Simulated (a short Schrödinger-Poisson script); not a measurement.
System: MOS inversion layer, SiO2 on p-type Si(100), at 400 K.

```csv
layer,material,thickness (nm),Na (cm⁻³)
1,SiO2,2.4,-
2,Si,1600,1.4e17
```

Constants are typed, rounded textbook-type inputs, not results; the design itself was drawn at random and stands for no fabricated device. SiO2: permittivity 3.9, conduction-band edge (eV) 3.15, gap (eV) 9, electron mass (mₑ) 0.5. Si: permittivity 11.7, conduction-band edge (eV) 0, gap (eV) 1.124, Nv at 300 K (cm⁻³) 3.1e19.

Channel valleys (confinement mass, in-plane density-of-states mass, number): Δ2 0.916, 0.19, 2; Δ4 0.19, 0.417, 4. At the gate the conduction-band edge of layer 1 lies 3.71 eV − eVg above the Fermi level of the channel; the field vanishes at the back. Gaps are held at their typed values at every temperature. Mesh 0.03 nm at interfaces.

Solved with a short Schrödinger-Poisson script written for these runs: 1D Poisson equation in equilibrium, electrons quantum, Hartree (BenDaniel-Duke, 12 states a valley, the channel's in-plane mass for all, wave functions ending at the dielectric), parabolic valleys, classical holes, full ionisation, no traps, pinning or gate leakage.

Only gate voltages with over 1e8 electrons/cm² are shown.

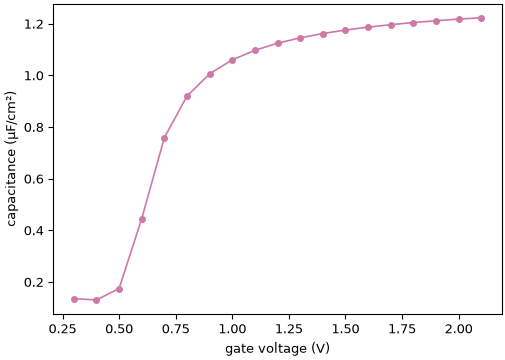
Figure. Quasi-static capacitance against gate voltage

```
Vg (V)  electrons (cm⁻²)  C (μF/cm²)  Δ2 E0 (meV)  Δ2 E1 (meV)  Δ4 E0 (meV)  Δ4 E1 (meV)
------  ----------------  ----------  -----------  -----------  -----------  -----------
0.3               1.17e8       0.136        416.8        452.3        449.6        508.1
0.4               1.41e9       0.131        328.7        366.4        363.5        425.6
0.5              1.67e10       0.175        241.6        281.3        278.2        343.7
0.6              1.37e11       0.446        166.5        209.0        205.7        274.6
0.7              4.90e11       0.759        119.1        165.8        162.5        235.0
0.8              1.01e12       0.920         90.6        142.2        138.7        214.7
0.9              1.60e12        1.01         70.8        127.5        123.9        203.0
1                2.24e12        1.06         55.7        117.2        113.5        195.4
1.1              2.91e12        1.10         43.4        109.5        105.7        190.0
1.2              3.61e12        1.12         33.0        103.3         99.5        186.0
1.3              4.31e12        1.15         23.8         98.3         94.4        182.9
1.4              5.03e12        1.16         15.7         94.1         90.2        180.4
1.5              5.76e12        1.18          8.3         90.4         86.5        178.4
1.6              6.50e12        1.19          1.4         87.2         83.2        176.6
1.7              7.24e12        1.20         -4.9         84.3         80.3        175.1
1.8              7.99e12        1.20        -10.9         81.7         77.6        173.8
1.9              8.75e12        1.21        -16.6         79.3         75.2        172.7
2                9.50e12        1.22        -22.0         77.1         73.0        171.7
2.1              1.03e13        1.22        -27.3         75.0         70.8        170.7
```

Subbands count from the Fermi level.
